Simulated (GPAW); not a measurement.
# Run report: C₂H₄Te, property calculation

System: C₂H₄Te, SMILES C=C[TeH].
Method: LDA (PW92)/plane waves, scalar-relativistic datasets (GPAW 26.7.0).

Some settings of this run were made unusual or wrong on purpose. The geometry comes from this level: GFN2-xTB.

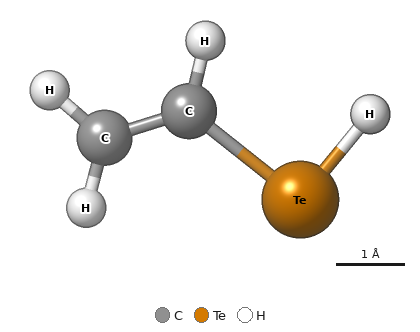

Fig. 1: The structure (ball-and-stick view, seen on its broad side). Bond lengths as drawn: C–C 1.32 Å, C–H 1.08 Å, C–Te 2.11 Å and H–Te 1.64 Å.

Input file (sp.py)
```python
import numpy as np
from ase import Atoms
from ase.units import Bohr, Debye
from gpaw import GPAW, PW

# Structure
positions_bohr = np.array(
              [[ -2.082308,   1.002878,  -0.202843],
               [  0.320252,   0.382273,   0.015420],
               [  1.649277,  -3.373086,   0.267982],
               [ -3.562890,  -0.391381,  -0.269021],
               [ -2.679367,   2.946499,  -0.326299],
               [  1.765968,   1.813910,   0.074625],
               [  4.589068,  -2.381112,   0.440136]])
mol = Atoms('CCTeHHHH', positions=positions_bohr * Bohr)
mol.center(vacuum=6.5)

# DFT calculator
dft = GPAW(mode={'name': 'pw', 'ecut': 450}, xc='LDA', maxiter=45, txt='-')
mol.calc = dft

energy = mol.get_potential_energy()
print(f'Energy                  {energy:.5f} eV')
forces = mol.get_forces()
print('Forces (eV/Ang)')
for symbol, f in zip(mol.symbols, forces):
    print(f'{symbol:2} {f[0]:9.4f} {f[1]:9.4f} {f[2]:9.4f}')
dipole = mol.get_dipole_moment() / Debye
print(f'Dipole = {np.linalg.norm(dipole):.3f} D')
homo, lumo = dft.get_homo_lumo()
print(f'HOMO = {homo:.3f} eV')
print(f'LUMO                    {lumo:.3f} eV')
print(f'Gap = {lumo - homo:.3f} eV')
```

Hardware: 1 thread of Arm Neoverse V1, 24 GiB of memory available, shared host.

Run as:
```bash
python sp.py > sp.log
```

The program's output
```
__  _  _
 | _ |_)|_||  |
 |__||  | ||/\| - 26.7.0

units:  Angstrom and eV
cores:  1
OpenMP: False

Versions:
  Python: 3.12.14
  ASE:    3.29.0
  Numpy:  2.5.5
  Scipy:  1.18.1
  Libxc:  7.0.0

        _gpaw.cpython-312-aarch64-linux-gnu.so

Input parameters:
  mode=PW(ecut=450),
  maxiter=45,
  xc=XC(name='LDA')

Diagonalizing LCAO Hamiltonian
Converting LCAO to pw mode
           .------------------------------------------.
          /|                                          |
         / |                                          |
        /  |                                          |
       /   |                                          |
      /    |                                          |
     /     |                                          |
    /      |                                          |
   /       |                                          |
  /        |                                          |
 *         |                                          |
 |         |                                          |
 |         |            H     H                       |
 |         |          H C  C    H                     |
 |         |                Te                        |
 |         |                                          |
 |         .------------------------------------------.
 |        /                                          /
 |       /                                          /
 |      /                                          /
 |     /                                          /
 |    /                                          /
 |   /                                          /
 |  /                                          /
 | /                                          /
 |/                                          /
 *------------------------------------------*

Atoms  # Å, Bohr magnetons
|   | symbol |         x |        y |        z |    initial magnetic moments |
|---|--------|-----------|----------|----------|-----------------------------|
| 0 |      C |  7.283490 | 8.815660 | 6.565330 | ( 0.0000,  0.0000,  0.0000) |
| 1 |      C |  8.554870 | 8.487250 | 6.680830 | ( 0.0000,  0.0000,  0.0000) |
| 2 |     Te |  9.258160 | 6.500000 | 6.814480 | ( 0.0000,  0.0000,  0.0000) |
| 3 |      H |  6.500000 | 8.077850 | 6.530310 | ( 0.0000,  0.0000,  0.0000) |
| 4 |      H |  6.967540 | 9.844180 | 6.500000 | ( 0.0000,  0.0000,  0.0000) |
| 5 |      H |  9.319910 | 9.244840 | 6.712160 | ( 0.0000,  0.0000,  0.0000) |
| 6 |      H | 10.813830 | 7.024930 | 6.905580 | ( 0.0000,  0.0000,  0.0000) |

Unit cell  # Å
| periodic |         x |         y |         z |   lengths |    angles |
|----------|-----------|-----------|-----------|-----------|-----------|
|       no | 17.313830 |  0.000000 |  0.000000 | 17.313830 | 90.000000 |
|       no |  0.000000 | 16.344180 |  0.000000 | 16.344180 | 90.000000 |
|       no |  0.000000 |  0.000000 | 13.405580 | 13.405580 | 90.000000 |

Number of symmetries: 1
Symmetry operations  # r_c * U_cc + t_c -> r_c
|   | kind |            matrix            |
|---|------|------------------------------|
| 0 |  E   |  1, 0, 0,  0, 1, 0,  0, 0, 1 |

BZ-sampling:
  Number of BZ points: 1
  Number of IBZ points: 1

  Monkhorst-Pack size: [1, 1, 1]
  Monkhorst-Pack shift: [0, 0, 0]

K-points  # in reciprocal-cell coordinates
|   |                                coordinates |     weight |
|---|--------------------------------------------|------------|
| 0 | (  0.00000000,   0.00000000,   0.00000000) | 1.00000000 |

Plane wave coefficients: 41083
Cutoff: 450.00000000000006 eV

Spin-components: 1 (collinear spins)
Bands:           15
Projectors:      27
Spin-degeneracy: 2
Datatype:        float64

  Storage: CPU
  Wave functions: 9_859_920 bytes (9_859_920 per core)
  Projectors: 19_062_512 bytes (19_062_512 per core)

Parallelization:
  kpt:    1
  domain: 1
  band:   1

Density:
  Valence electrons: 18.0
  Components: 1
  Grid points: [90 80 70]
  Charge: 0.0  # |e|

Potential:
  Grid points: [90 80 70]

species:
  C:
    name:    Carbon
    Z:       6.0
    valence: 4
    core:    2
    charge:  0.0  # [|e|]
    file:    C.LDA.gz
    compensation charges:
      type: gauss
      rc: 0.20  # [Å]
      lmax: 2
    cutoffs:
      filter: 1.14  # [Å]
      core: 1.14  # [Å]
    projectors
    | kind |    occ | energy [eV] | rcut [Å] |
    |------|--------|-------------|----------|
    |   2s |  2.000 |     -13.639 |    0.635 |
    |   2p |  2.000 |      -5.414 |    0.635 |
    |    s |        |      13.573 |    0.635 |
    |    p |        |      21.797 |    0.635 |
    |    d |        |       0.000 |    0.635 |

    Using partial waves for C as LCAO basis

  Te:
    name:    Tellurium
    Z:       52.0
    valence: 6
    core:    46
    charge:  0.0  # [|e|]
    file:    Te.LDA.gz
    compensation charges:
      type: gauss
      rc: 0.36  # [Å]
      lmax: 2
    cutoffs:
      filter: 2.09  # [Å]
      core: 3.17  # [Å]
    projectors
    | kind |    occ | energy [eV] | rcut [Å] |
    |------|--------|-------------|----------|
    |   5s |  2.000 |     -15.337 |    1.180 |
    |   5p |  4.000 |      -6.113 |    1.196 |
    |    s |        |      11.875 |    1.180 |
    |    p |        |      21.098 |    1.196 |
    |    d |        |       0.000 |    1.238 |

    Using partial waves for Te as LCAO basis

  H:
    name:    Hydrogen
    Z:       1.0
    valence: 1
    core:    0
    charge:  0.0  # [|e|]
    file:    H.LDA.gz
    compensation charges:
      type: gauss
      rc: 0.15  # [Å]
      lmax: 2
    cutoffs:
      filter: 0.85  # [Å]
      core: 0.53  # [Å]
    projectors
    | kind |    occ | energy [eV] | rcut [Å] |
    |------|--------|-------------|----------|
    |   1s |  1.000 |      -6.353 |    0.476 |
    |    s |        |      20.858 |    0.476 |
    |    p |        |       0.000 |    0.476 |

    Using partial waves for H as LCAO basis

Reference energy: -186723.617052  # eV

eigensolver:
  PPCG
  Converge bands: occupied
  niter=2

density mixing:
  MSR1-Mixer
  Pratt-step length: 0.05
  Maximum mixing coefficient: 0.75
  Old densities: 10
  SVD Regularization: 0.005
  Good broyden scale: 1.0
  Trust region scale: 1.0
  Backstep threshold: 4.0
  History deletion threshold: 6.0
  Fourier metric: weight=20.0, sigma=0.015

occupation numbers:
  # Zero width

poisson solver:
  ecut: 3600.0000000000005  # eV

xc functional:
  name: None

Initialization done in: 1.873 s

convergence criteria:
- Maximum [total energy] change in last 3 cyles: 0.0005 eV / valence electron
- Maximum integral of absolute [dens]ity change: 0.0001 electrons / valence electron
- Maximum integral of absolute [eigenst]ate change: 4e-08 eV^2 / valence electron
maximum number of iterations: 45

SCF iterations
|iter     |     time |      energy | eigst |  dens |
|---------|----------|-------------|-------|-------|
|iter:   1| 00:00:03 |  -40.256854 | +0.60 |       |
|iter:   2| 00:00:05 |  -39.091974 | -1.05 | -0.60 |
|iter:   3| 00:00:07 |  -36.012842 | -0.91 | -0.66 |
|iter:   4| 00:00:10 |  -35.615272 | -1.45 | -1.09 |
|iter:   5| 00:00:12 |  -35.599051 | -2.69 | -1.65 |
|iter:   6| 00:00:14 |  -35.598686 | -3.71 | -2.15 |
|iter:   7| 00:00:16 |  -35.598517c| -4.31 | -2.57 |
|iter:   8| 00:00:18 |  -35.598507c| -5.35 | -2.98 |
|iter:   9| 00:00:20 |  -35.598509c| -6.31 | -3.39 |
|iter:  10| 00:00:23 |  -35.598509c| -7.39 | -4.08c|
|iter:  11| 00:00:24 |  -35.598509c| -7.77c| -4.58c|

Converged in 11 steps
SCF loop duration: 22.078 s (2.007 s/step)
Energy contributions relative to reference atoms: (reference = -186723.617052)

Energy contributions:
  Kinetic:          43.404457
  Coulomb:         -46.252254
  Zero:              0.090295
  External:          0.000000
  Xc:              -32.841007
  Entropy:           0.000000
  Spinorbit:         0.000000
  ----------------------------
  Free energy:     -35.598509
  Extrapolated:    -35.598509

dipole moment: (0.013044, 0.111411, -0.004169)  # |e|*Ang

Fermi level: -3.441
Eigenvalues  # (at kpt = [0.000, 0.000, 0.000])
| band index |      eig [eV] | occ [0-2] |
|------------|---------------|-----------|
|          0 |       -19.105 |     2.000 |
|          1 |       -16.119 |     2.000 |
|          2 |       -13.638 |     2.000 |
|          3 |       -11.455 |     2.000 |
|          4 |       -10.089 |     2.000 |
|          5 |        -8.783 |     2.000 |
|          6 |        -7.560 |     2.000 |
|          7 |        -7.533 |     2.000 |
|          8 |        -5.150 |     2.000 |
|          9 |        -1.732 |     0.000 |
|         10 |        -1.214 |     0.000 |
|         11 |        -0.742 |     0.000 |
|         12 |        -0.079 |     0.000 |
|         13 |         0.179 |     0.000 |
|         14 |         0.263 |     0.000 |

Gap: 3.418 eV
Transition (v -> c):
  (s=0, k=0, n=8, [0.00, 0.00, 0.00]) -> (s=0, k=0, n=9, [0.00, 0.00, 0.00])
No difference between direct/indirect transitions
vacuum-level: 0.151  # V
Energy                  -35.59851 eV

Forces  # eV/Ang
|        x |        y |        z |
|----------|----------|----------|
|  0.11649 | -0.23392 |  0.01952 |  # C    0
|  0.03347 | -0.80394 |  0.02803 |  # C    1
| -0.50019 |  0.48272 | -0.05486 |  # Te   2
| -0.51009 | -0.45838 | -0.02322 |  # H    3
| -0.07288 |  0.60895 | -0.02885 |  # H    4
|  0.55677 |  0.33501 |  0.03422 |  # H    5
|  0.37542 |  0.06754 |  0.02479 |  # H    6

Force computation time: 1.353  # s
Forces (eV/Ang)
C     0.1165   -0.2339    0.0195
C     0.0335   -0.8039    0.0280
Te   -0.5002    0.4827   -0.0549
H    -0.5101   -0.4584   -0.0232
H    -0.0729    0.6089   -0.0288
H     0.5568    0.3350    0.0342
H     0.3754    0.0675    0.0248
Dipole = 0.539 D
HOMO = -5.150 eV
LUMO                    -1.732 eV
Gap = 3.418 eV
```

What the run reported

| quantity | value |
| --- | --- |
| outcome | converged |
| energy relative to the program's reference atoms | −35.5985 eV |
| largest force | 0.805 eV/Å |
| HOMO | −5.30 eV |
| LUMO | −1.88 eV |
| dipole moment | 0.54 D |
| wall time | 26 s |
| peak memory | 0.9 GiB |

What went wrong

Some settings of this run were drawn to be unusual or wrong (maxiter set to 45 (from 5)). It converged; results that depend on the unusual settings are not reference values.
